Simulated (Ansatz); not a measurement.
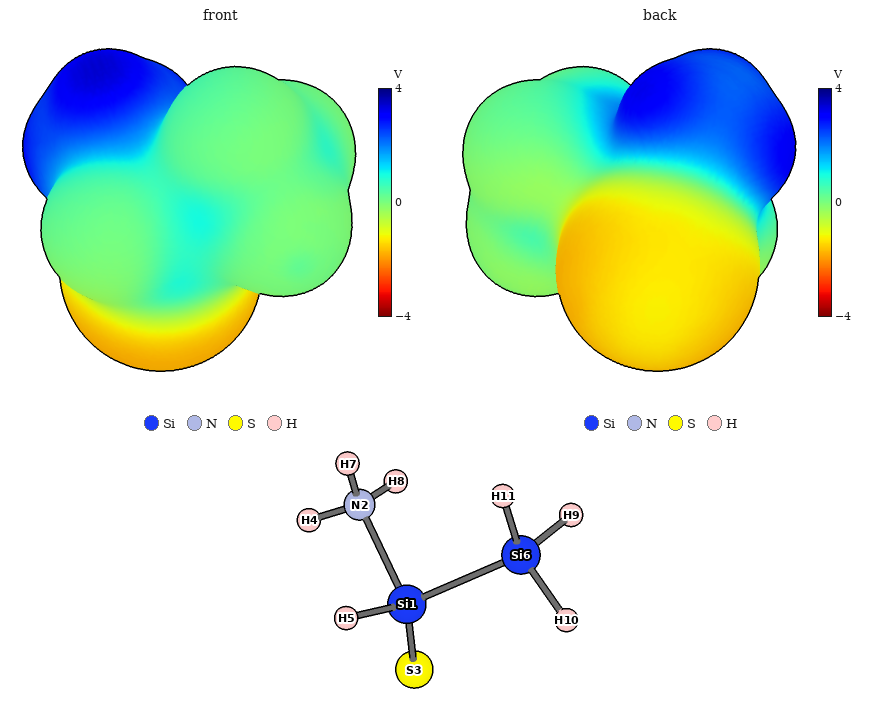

*H₇NSSi₂. The molecular electrostatic potential painted on the density surface at 0.002 e/bohr³, seen from the front and from behind; the colour scale runs from red (negative) to blue (positive). The bare structure is drawn below in the same view.*

The product side of a reaction path; geometry: PBE0-D4/def2-TZVP.

These are results of Ansatz, RKS PBE0-D4/def2-TZVPP, not measurements.

Input

```
crystal:
  periodic: [false, false, false]
  atoms:
    - {symbol: Si, position_ang: [-0.363749, 0.022674, -0.951536]}
    - {symbol: N, position_ang: [1.297198, 0.892484, -0.340464]}
    - {symbol: S, position_ang: [0.215209, -1.170592, -2.425264]}
    - {symbol: H, position_ang: [1.708266, 1.312306, -1.172143]}
    - {symbol: H, position_ang: [-1.084079, 1.315271, -1.189751]}
    - {symbol: Si, position_ang: [-1.109570, -0.877488, 1.087796]}
    - {symbol: H, position_ang: [1.210509, 1.596181, 0.389662]}
    - {symbol: H, position_ang: [1.934020, 0.159834, -0.035992]}
    - {symbol: H, position_ang: [-0.119587, -1.871031, 1.591007]}
    - {symbol: H, position_ang: [-2.421359, -1.549702, 0.903127]}
    - {symbol: H, position_ang: [-1.266858, 0.170063, 2.143559]}
basis:
  gaussian: {orbitals: def2-TZVPP}
hamiltonian: {xc: pbe0, dispersion: d4}
output: {orbitals: {seedname: orbitals}}
```

Command:

```sh
ansatz run in.yaml --threads 4 --pin off --events-out ev --progress --plain --max-ram 9574MiB
```

**Describe the electrostatic potential map.**

The most negative region (about −1.8 V) lies over S3, the most positive (about +3.4 V) over H7.
